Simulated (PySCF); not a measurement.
# C₅H₁₀GeO (SMILES CC(=O)C1[CH2][GeH2][CH2]1): what the fields show

```yaml
atoms:
  - { symbol: C, position_ang: [2.4080, -0.5917, 0.0961] }
  - { symbol: C, position_ang: [0.9425, -0.5630, -0.2473] }
  - { symbol: O, position_ang: [0.4424, -1.3828, -0.9830] }
  - { symbol: C, position_ang: [0.0821, 0.5167, 0.3428] }
  - { symbol: C, position_ang: [-1.1079, -0.1884, 1.0271] }
  - { symbol: Ge, position_ang: [-2.0692, -0.1867, -0.7205] }
  - { symbol: C, position_ang: [-0.6412, 1.2009, -0.8364] }
  - { symbol: H, position_ang: [2.6916, 0.2133, 0.7667] }
  - { symbol: H, position_ang: [2.6461, -1.5500, 0.5550] }
  - { symbol: H, position_ang: [2.9892, -0.5238, -0.8223] }
  - { symbol: H, position_ang: [0.6514, 1.1906, 0.9872] }
  - { symbol: H, position_ang: [-1.5865, 0.4836, 1.7391] }
  - { symbol: H, position_ang: [-0.8337, -1.1038, 1.5465] }
  - { symbol: H, position_ang: [-3.4860, 0.3726, -0.6576] }
  - { symbol: H, position_ang: [-2.1007, -1.3823, -1.6194] }
  - { symbol: H, position_ang: [-1.0185, 2.1774, -0.5336] }
  - { symbol: H, position_ang: [-0.0168, 1.3295, -1.7175] }
```

Geometry: GFN2-xTB.

Method: B3LYP/def2-SVPD, SCF density, gas phase (PySCF).

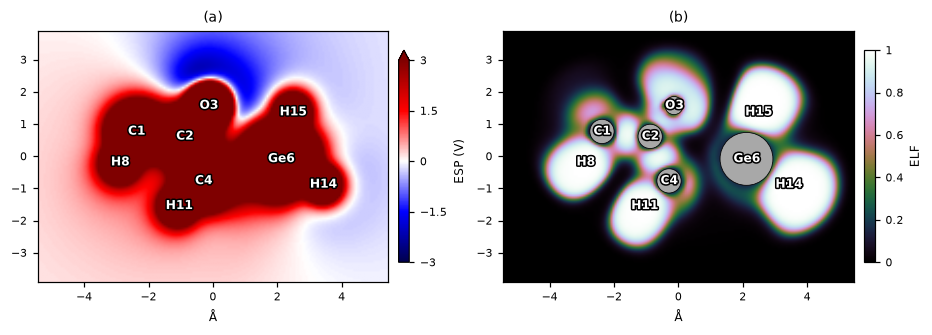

Figure 1. (a) molecular electrostatic potential; (b) ELF on the plane of atoms C2, C4 and H11. Grey discs cover the atomic cores in the ELF map.

> What do the fields say about this system?

- Atoms in the plane: C, O, Ge and H.
- C–O (1.21 Å): the ELF peaks at about 0.85 between the atoms (a multiple bond).
- C–C (1.50 Å): the ELF peaks at about 0.95 between the atoms, as expected for a shared electron pair.
- C–H (1.09 Å): the ELF climbs to about 1 towards the hydrogen, as it does in any bond to H: a covalent bond by its length.
- Ge–H (1.50 Å): the ELF climbs to about 1 towards the hydrogen.
- The ELF also peaks beside O3, away from the bonds: lone-pair regions.
- Outside the dense part of the molecule the potential is most negative (−2.1 V) near O3.

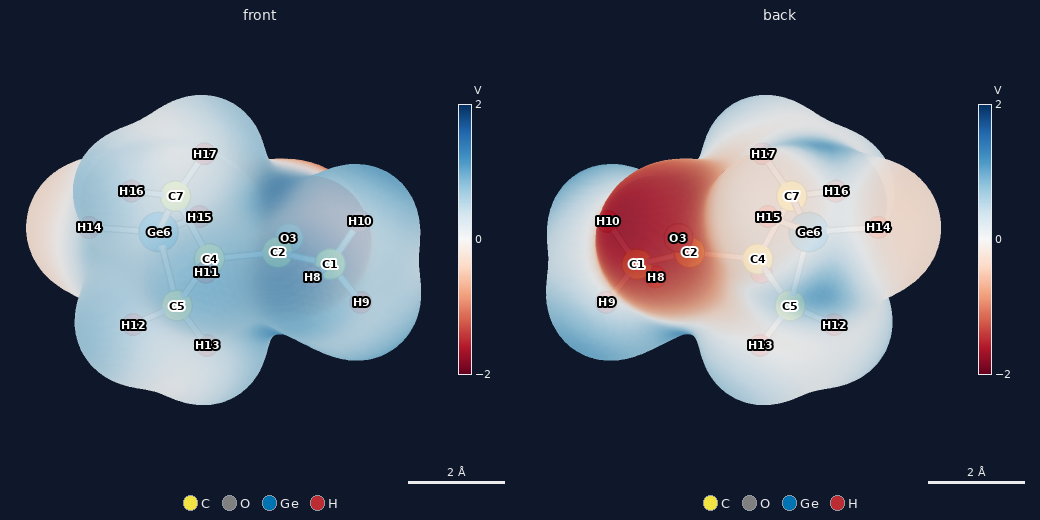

Figure 2. The electrostatic potential painted on the density surface at 0.002 e/bohr³, seen from the front and from behind; red is negative and blue positive.

> Which sites attract a positive test charge, and which a negative one?

A positive charge is drawn to the negative regions and a negative charge to the positive ones. The most negative region (about −1.7 V, or −39 kcal/mol for a unit charge) lies over O3, the most positive (about +1.1 V, or +25 kcal/mol for a unit charge) over C1, C2 and H8. O3 is the likeliest acceptor of a hydrogen bond.
